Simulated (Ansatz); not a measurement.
## CsPbBr3 (Pm-3m): G0W0 under other settings

Aim: change settings of a G0W0 run on CsPbBr3 (Pm-3m) and see what moves.

Program: Ansatz 0.2.0. Level of theory: G0W0 on PBE, plane waves, PAW; PAW set soft_1. Results are calculated unless marked as measured.

In doubt: masses and optical values from hybrid runs of this build are listed as unsure (step 3), which bears on the screening that GW takes from such a start.

## 1. The structure

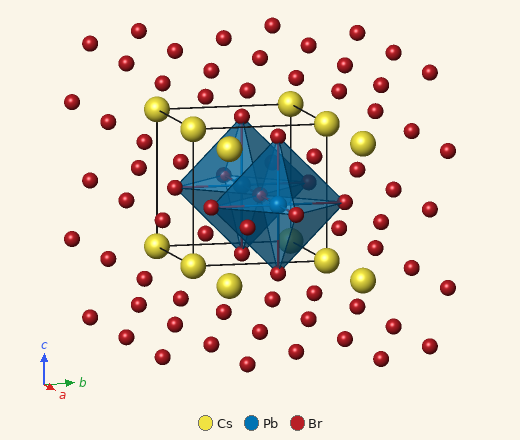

The cell as given, slightly off an axis (caesium yellow, lead blue, bromine red). 2×1×1 cells are drawn. Some periodic images of atoms are drawn too.

The cell and positions are those that the Materials Project relaxed with its own functionals (PBE, PBE+U or r2SCAN), kept fixed. Spin-orbit coupling is left out unless a step names it.

## 2. The base run: 2×2×2 mesh, 477 empty bands, screening to 100 eV, PAW set soft_1 files

Now the one-shot GW correction: screening in the RPA, then the self-energy of the levels asked for. This step takes PAW set soft_1 files.

input.yaml reads:

```yaml
crystal:
  lattice:
    - [5.94863082, 0.0, 0.0]
    - [0.0, 5.94863082, 0.0]
    - [0.0, 0.0, 5.94863082]
  atoms:
    - { symbol: Cs, position: [0.0, 0.0, 0.0] }
    - { symbol: Pb, position: [0.5, 0.5, 0.5] }
    - { symbol: Br, position: [0.5, 0.5, 0.0] }
    - { symbol: Br, position: [0.5, 0.0, 0.5] }
    - { symbol: Br, position: [0.0, 0.5, 0.5] }
kpoints:
  mp_grid: { grid: [2, 2, 2] }
hamiltonian:
  xc: pbe
  pseudopotentials: { kind: paw, azcp: { folder: soft_1 } }
scf:
  occupations: { method: fixed }
gw:
  n_empty_bands: 477
  ecut_chi: 100
  qp_bands: [v2, c2]
  qp_kpoints: band_edges
  screening: { model: contour_deformation }
```

Launch:

```console
ansatz run input.yaml --threads 2 --pin off --max-ram 92160MiB --backend cuda --events-out ev --progress --plain --runs-dir out --devices 1 --max-vram 13GiB
```

Numbers of over 12 decimals in the logs are rounded to 6 here.

The program printed:

```text
GPUs: using 1 of 1 available (devices: 1).
Engine: ansatz 0.2.0, x86_64-unknown-linux-gnu
Pseudopotentials: kind: paw
Pseudopotential: Cs, paw, valence charge 9, recommended cutoff 420 eV (normal), soft_1/Cs.paw.azcp
Pseudopotential: Pb, paw, valence charge 14, recommended cutoff 420 eV (normal), soft_1/Pb.paw.azcp
Pseudopotential: Br, paw, valence charge 7, recommended cutoff 420 eV (normal), soft_1/Br.paw.azcp
Functional definition: PBE
  parameter kappa = 0.804
  parameter beta = 0.066725
  exchange = pbe_x(kappa = kappa, mu = beta*pi^2/3)
  correlation = pbe_c(beta = beta)
device memory: the entry about to start is reckoned to put 1.3 GiB on a device that reports 52.5 GiB free (of which the cap on the GPU budget leaves the run 13.0 GiB)
GPU FFT provider: cuFFT
GPU libraries: cuBLAS 13.8.2, cuFFT 12.4.0, cuSOLVER 12.3.4
Crystal: 5 atoms, lattice volume = 210.499 Å³
Basis set: ecut = 420 eV, 4067 PW (Γ)
Bands: 27, of which v1, the nominal top of the filled ones, is band 22 counted from 1 (21 counted from 0)
Symmetry: 48 space group operations
Space group: Pm-3m (ITA 221), of the structure as read, at distance tolerance 5.9e-5 Å
k-points: 4 of 8
Non-local potential: Cs, projectors of the file, l = 0: 3, l = 1: 2, l = 2: 2, l = 3: 2
Non-local potential: Pb, projectors of the file, l = 0: 2, l = 1: 2, l = 2: 2, l = 3: 1
Non-local potential: Br, projectors of the file, l = 0: 2, l = 1: 2, l = 2: 2
PAW form: soft (Blöchl's): semilocal exchange-correlation on the pseudo side does not see the compensation charge
PAW one-centre angular grid: Cs, 194 points (default); XC on 64 Gauss nodes
PAW one-centre angular grid: Pb, 590 points (default); XC on 64 Gauss nodes
PAW one-centre angular grid: Br, 110 points (default); XC on 64 Gauss nodes
Initial density: superposition of atomic densities (chi_scale 0.1, normalization cell, long waves kept (reshape's long-wave potential 0.01 eV rms))
Initial wavefunctions: pseudopotential atomic-orbital guess
GPU buffer pool allocated for 64000 grid points (all kernels)
GPU transforms: local potential and band sums: pruned to the plane-wave sphere, on 40×40×40
Functional: x = pbe(κ = 0.804, μ = 0.219515), c = pbe(β = 0.066725)
SCF iter   1: F=—  HF=-25936.291052 eV  |F-HF|=—  |Δ(HF+E_count)|=         —  Δρ=1.93e-2  dr2=2.09e0  ethr=3.10e-3  ⟨swp⟩=5.0  Hψ=446  notcnv=0  defer=6
preconditioner: auto → Resta (q_TF=auto, 2.102 Å⁻¹)  ε∞=2.9  [insulator: Δε(μ)=1.612 eV  Ē_g=12.071 eV  n_scr=26 (ndim 8)  ℏωp=16.6 eV  f_vac=0.013  ε∞_Penn≈2.9]
SCF iter   2: F=—  HF=-25935.597680 eV  |F-HF|=—  |Δ(HF+E_count)|=   6.93e-1  Δρ=1.04e-2  dr2=7.57e-1  ethr=3.10e-3  ⟨swp⟩=2.8  Hψ=157  notcnv=0  defer=8
[...]
NSCF: frozen V_eff on 4 k-points
G₀W₀ screening: q 1/4
[... further progress lines ...]
SCF converged after 8 iterations
Free energy (F): -25935.247818 eV
Harris-Foulkes:  -25935.247818 eV  (|F-HF|=5.26e-9)
Internal energy: -25935.247818 eV  (E = F + TS)
E sigma→0 (E₀):  -25935.247818 eV
Fermi energy:    3.330372 eV
--- Per-component energies (eV) ---
  E_band       = -252.382082
  E_kinetic    = 831.632814
  E_local      = -2598.532676  (includes V_loc(G=0)·N_el)
  E_nonlocal   = 481.889897
  E_hartree    = 960.977672
  E_xc         = -978.795052
  E_vxc        = -605.021032  (∫ρ·V_xc dr)
  E_paw        = -22389.716630  (= ΣΔE_a)
  E_vpaw       = -284.307076  (= ΣTr[D̂ρ^β])
  E_aug_tail   = -0.000017  (compensation charges beyond the density's cutoff)
  E_ewald      = -2242.703825
  E_smearing   = -0.000000  (= −TS)
  E_closure    = 0.000000  (closes the sum)
  Σ components = -25935.247818   (vs F -25935.247818, Δ=0.00e0)
--- Band table (eV) ---
  k-point 0: bands = [... 18 lower, 1.4815, 1.5826, 1.5826, 1.5826, 6.5301, 7.6921, 7.6921, 8.4168, ... 1 higher]
  k-point 1: bands = [... 18 lower, 1.3637, 1.4888, 1.4888, 2.0553, 5.9149, 7.9452, 8.5558, 8.6189, ... 1 higher]
  k-point 2: bands = [... 18 lower, 1.2730, 1.3299, 1.9278, 2.7028, 5.4648, 5.4648, 8.2113, 8.6777, ... 1 higher]
  k-point 3: bands = [... 18 lower, 1.9386, 1.9386, 1.9386, 3.3304, 4.9529, 4.9529, 4.9529, 8.0191, ... 1 higher]
--- G₀W₀: contour deformation, 6 samples at zero and on the imaginary axis and 1 off it, 8 q-points, 477 empty bands' worth ---
  eigenvalues of the whole cell's RPA ε∞ on this k-mesh (on a slab, of 1 + 4πα/V) = 9.8729, 9.8729, 9.8729; static W/v taken at q = 0 is 0.101287
  bands read: the sum over 499 bands ends inside a degenerate multiplet in 3 slots, whose members it reads at an even weight; the widest, k=0: bands 498 to 500 (counted from 1) at 2/3 each
  gw.qp_kpoints: band_edges: 4 of 4 stored k-points solved, in 1 pass; an edge of the gap read off the rows below is read off those points alone
    ik  band        ε_KS         Σx   Σc(E_QP)       V_xc       Z   E_QP_lin       E_QP  E_QP is
     0    21      1.5826   -19.2189     2.9306   -15.3347  0.7225     0.5885     0.6290  root
     0    22      1.5826   -19.2189     2.9306   -15.3347  0.7225     0.5885     0.6290  root
     0    23      6.5301    -3.5303    -3.4674    -7.0404  0.7949     6.5728     6.5727  root
     0    24      7.6921    -3.2748    -3.4736    -6.9221  0.7934     7.8666     7.8657  root
     1    21      1.4888   -18.9519     2.9724   -14.9998  0.7212     0.4651     0.5092  root
     1    22      2.0553   -19.8829     2.3302   -16.7652  0.7340     1.2438     1.2678  root
     1    23      5.9149    -8.9216    -3.7841   -13.1179  0.7550     6.3326     6.3271  root
     1    24      7.9452    -4.4512    -3.5702    -8.2259  0.7861     8.1508     8.1496  root
[...]
3    21      1.9386   -19.5597     2.9060   -15.6935  0.7255     0.9385     0.9784  root
     3    22      3.3304   -19.8145     1.6256   -17.5470  0.7495     2.6752     2.6885  root
     3    23      4.9529    -7.6181    -3.6190   -11.5485  0.7679     5.2670     5.2643  root
     3    24      4.9529    -7.6181    -3.6190   -11.5485  0.7679     5.2670     5.2643  root
```

Elapsed: 8.7 s, on 1 × NVIDIA H100 80GB HBM3 (shared by 6 runs) with 2 threads of AMD EPYC 7R13 (Zen 3), shared host; peak memory 1.4 GiB; 8 s of CPU time.

This step gave:

```yaml
bands_summed: 499
rpa_eps_infinity_on_this_mesh_eigenvalues: 9.873, 9.873, 9.873
plane_waves_in_the_screening_matrix: 461
q_points_in_the_mesh: 8
g0w0_gap_on_the_mesh: 2.576 eV
k_of_the_valence_top: -0.5, -0.5, -0.5
k_of_the_conduction_bottom: -0.5, -0.5, -0.5
starting_gap_on_the_mesh: 1.622 eV
z_at_the_valence_top: 0.7495
z_at_the_conduction_bottom: 0.7679
least_direct_g0w0_gap_on_the_computed_points: 2.576 eV
```

The gap on the mesh goes from 1.62 eV to 2.58 eV, a correction of +0.95 eV. Between the two edge states, bare exchange in place of the xc potential would open the gap by 6.20 eV, and correlation takes back 5.24 eV.

## 3. Variant: starting point

This step: G0W0 on r2SCANh, plane waves, PAW; PAW set soft_1.

Changes to input.yaml since step 2:

```diff
@@ -14,3 +14,3 @@
 hamiltonian:
-  xc: pbe
+  xc: r2scanh
   pseudopotentials: { kind: paw, azcp: { folder: soft_1 } }
```

The program printed:

```text
GPUs: using 1 of 1 available (devices: 1).
[...]
davidson cushion auto → on  (no smearing: the cushion is to keep the highest requested band from converging to the state above it; pin scf.eigensolver.cushion to override)
[...]
GPU FFT provider: cuFFT
GPU libraries: cuBLAS 13.8.2, cuFFT 12.4.0, cuSOLVER 12.3.4
Crystal: 5 atoms, lattice volume = 210.499 Å³
Basis set: ecut = 500 eV, 5377 PW (Γ), exchange–correlation on 180×180×180 points (64 copies of the dense FFT grid, shifted against one another)
Bands: 27, of which v1, the nominal top of the filled ones, is band 22 counted from 1 (21 counted from 0)
[... 1 set-up line as in the run before ...]
[...]
k-points: 4 of 8
[...]
GPU buffer pool allocated for 91125 grid points (all kernels)
[...]
iter 1 solved again at ethr=4.11e-3 eV; its pass at ethr=1.00e-1 eV (dr2=1.81e0 eV) is discarded
[...]
SCF iter   4: F=-25994.402776 eV  HF=-25994.402779 eV  |F-HF|=2.48e-6  |Δ(HF+E_count)|=   3.51e-3  Δρ=2.63e-4  dr2=1.32e-4  dr2_τ=1.77e-5  ethr=1.43e-5  ⟨swp⟩=5.8  Hψ=286  notcnv=0  defer=2
SCF 1 stopped early in 4 iterations: F = -25994.402776 eV  dr2 = 1.32e-4
[...]
GPU FFT provider: cuFFT
GPU libraries: cuBLAS 13.8.2, cuFFT 12.4.0, cuSOLVER 12.3.4
[...]
GPU buffer pool allocated for 91125 grid points (all kernels)
[...]
Free energy (F): -25992.828972 eV
Frozen-core exchange: fock
[...]
Internal energy: -25992.828972 eV  (E = F + TS)
E sigma→0 (E₀):  -25992.828972 eV
Fermi energy:    2.751726 eV
[...]
--- Band table (eV) ---
  k-point 0: bands = [... 18 lower, 0.6350, 0.7520, 0.7520, 0.7520, 6.9585, 8.0414]
  k-point 1: bands = [... 18 lower, 0.5207, 0.6525, 0.6525, 1.3323, 6.3110, 8.4031]
  k-point 2: bands = [... 18 lower, 0.4242, 0.4931, 1.1108, 2.0601, 5.8384, 5.8384]
  k-point 3: bands = [... 18 lower, 1.1210, 1.1210, 1.1210, 2.7517, 5.3134, 5.3134]
  guard bands above this table: 3 of the run's 27 bands. The solve was not asked for them (output.publish_guard_bands: true or output.eigenvalues: true publishes all)
[...]
0    21      0.7520   -19.2740     2.4906   -16.2471  0.7652     0.2094     0.2158  root
     0    22      0.7520   -19.2740     2.4906   -16.2471  0.7652     0.2094     0.2158  root
     0    23      6.9585    -3.4485    -3.2162    -6.5706  0.8270     6.8645     6.8643  root
     0    24      8.0414    -3.1577    -3.1927    -6.4311  0.8265     8.1221     8.1220  root
     1    21      0.6525   -19.0234     2.5205   -15.9398  0.7644     0.0822     0.0894  root
     1    22      1.3323   -19.9384     1.9650   -17.5516  0.7747     0.9069     0.9105  root
     1    23      6.3110    -8.6690    -3.5471   -12.5365  0.7934     6.6332     6.6313  root
     1    24      8.4031    -4.2447    -3.2856    -7.5761  0.8205     8.4488     8.4488  root
[...]
3    21      1.1210   -19.5778     2.4694   -16.5679  0.7675     0.5741     0.5804  root
     3    22      2.7517   -19.8865     1.3474   -18.1927  0.7874     2.4033     2.4054  root
     3    23      5.3134    -7.4588    -3.3978   -11.0833  0.8032     5.5410     5.5402  root
     3    24      5.3134    -7.4588    -3.3978   -11.0833  0.8032     5.5410     5.5402  root
```

It took 45 s on 1 × NVIDIA H100 80GB HBM3 (shared by 6 runs) with 2 threads; peak memory 1.9 GiB; 52 s of CPU time.

The G0W0 gap on the mesh is 3.135 eV.

Against the base:

| setting | base | variant |
| --- | --- | --- |
| start | PBE | r2SCANh |

| quantity | variant | base |
| --- | --- | --- |
| starting gap on the mesh | 2.562 | 1.622 |
| G0W0 gap on the mesh | 3.135 | 2.576 |
| least direct G0W0 gap on the computed points | 3.135 | 2.576 |
| Z at the valence top | 0.787 | 0.749 |
| Z at the conduction bottom | 0.803 | 0.768 |

## 4. What came out

```
base           : 2.58 eV, 8.7 s
starting point : 3.13 eV, 45 s
```

**Reading.** Starting point: the gap moves by +0.56 eV and the time by a factor of 5.2 (the plane-wave cutoff goes from 420 to 500 eV). All runs here use a coarse mesh and modest cutoffs; they test settings and are not final values. The 2×2×2 mesh is coarse for this cell (its supercell is 12 Å along the shortest edge). The RPA ε∞ on it, from the PBE start, is 9.87; such meshes misread the long-range screening, most where the gap is narrow. Where an edge is built on 6p states of lead, bismuth or thallium, scalar-relativistic gaps usually stand too wide, by a few tenths to over one eV. This is the ideal cubic cell; many perovskites, halides above all, are cubic only on average, and local tilts or off-centring can widen the gap. The many-body steps are scalar-relativistic: spin-orbit coupling is not in them.

[Paths, hosts, dates, memory and timing lines, banners, echoed tables and standing remarks are left out of the program output.]

[Logs are printed without paths, hosts, clocks, repeated set-up lines and the standing remarks that a program may print on its own settings, such as how far it seeks lower states.]

[Runs of the session that timed out or met a known fault of the program may be left out.]

[Cells called generated may have been cut or substituted from an entry of the Crystallography Open Database or the Materials Project.]

[Hosts, paths, dates, database ids (printed as entryN), source tags and the programs' standing remarks are cut or masked in the printed files.]
